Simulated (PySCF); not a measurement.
Consider CH₁₇Si₉···H₂O (charge +1).

```yaml
atoms:
  - { symbol: Si, position_ang: [-2.0602, -0.4013, 0.9747] }
  - { symbol: C, position_ang: [-3.8900, -0.6269, 1.4701] }
  - { symbol: Si, position_ang: [-1.3821, -1.6257, -0.9463] }
  - { symbol: Si, position_ang: [0.9256, -1.4256, -1.4075] }
  - { symbol: Si, position_ang: [1.3508, 0.2754, -2.9764] }
  - { symbol: Si, position_ang: [0.7071, 2.3198, -2.0695] }
  - { symbol: Si, position_ang: [1.5118, 2.8416, 0.0554] }
  - { symbol: Si, position_ang: [1.4487, 1.0427, 1.5754] }
  - { symbol: Si, position_ang: [-0.6776, 0.7091, 2.5436] }
  - { symbol: Si, position_ang: [2.1047, -1.0006, 0.5908] }
  - { symbol: H, position_ang: [-4.5399, -0.7934, 0.6117] }
  - { symbol: H, position_ang: [-4.2736, 0.2307, 2.0212] }
  - { symbol: H, position_ang: [-3.9955, -1.4935, 2.1190] }
  - { symbol: H, position_ang: [-2.2373, -1.1151, -2.0364] }
  - { symbol: H, position_ang: [-1.8747, -2.9882, -0.7052] }
  - { symbol: H, position_ang: [1.2922, -2.7444, -1.9521] }
  - { symbol: H, position_ang: [0.6871, -0.0026, -4.2532] }
  - { symbol: H, position_ang: [2.7872, 0.3192, -3.2677] }
  - { symbol: H, position_ang: [0.7273, 3.4487, -2.9970] }
  - { symbol: H, position_ang: [2.8951, 3.3076, -0.0759] }
  - { symbol: H, position_ang: [0.7677, 3.9683, 0.6352] }
  - { symbol: H, position_ang: [2.3334, 1.3518, 2.7125] }
  - { symbol: H, position_ang: [-0.6764, -0.1829, 3.7133] }
  - { symbol: H, position_ang: [-1.3992, 1.9112, 2.9862] }
  - { symbol: H, position_ang: [1.8822, -2.0958, 1.5447] }
  - { symbol: H, position_ang: [3.5434, -1.0061, 0.3186] }
  - { symbol: O, position_ang: [-2.5490, 1.4918, -0.0572] }
  - { symbol: H, position_ang: [-3.4761, 1.6796, -0.2335] }
  - { symbol: H, position_ang: [-0.7873, 2.1391, -1.8437] }
  - { symbol: H, position_ang: [-2.0058, 1.8161, -0.8017] }
```

Geometry: GFN2-xTB.

All numbers below come from PBE0-D3(BJ)/def2-SVP, SCF density, gas phase in PySCF.

Q: Predict the electron density and electron localisation function between the atoms.

A: C–Si (1.91 Å): the density is about 0.91 e/Å³ at the midpoint; the ELF peaks at about 0.95 between the atoms, as expected for a shared electron pair.
C–H (1.09 Å): ρ at the midpoint is about 1.9 e/Å³; the ELF climbs to about 1 towards the hydrogen, as it does in any bond to H (an ordinary covalent bond to hydrogen).

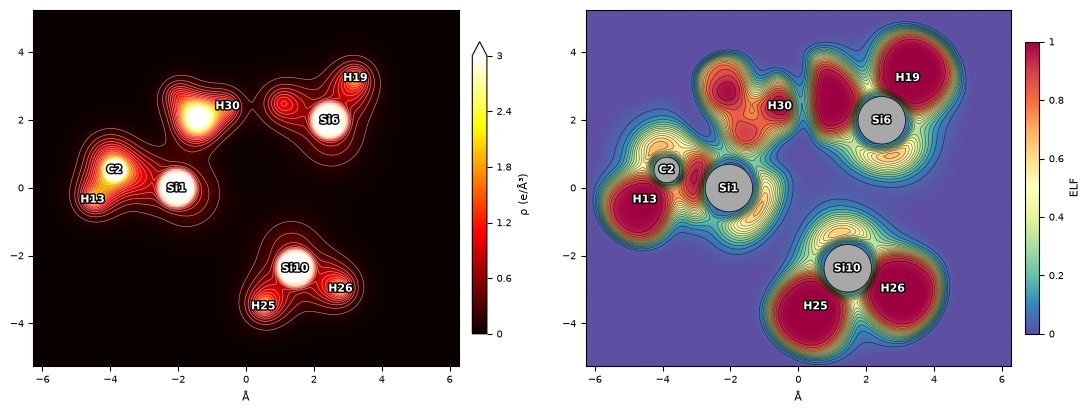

Computed electron density and electron localisation function on the plane of atoms H25, Si10 and H26, in this order. Grey discs cover the atomic cores in the ELF map. 
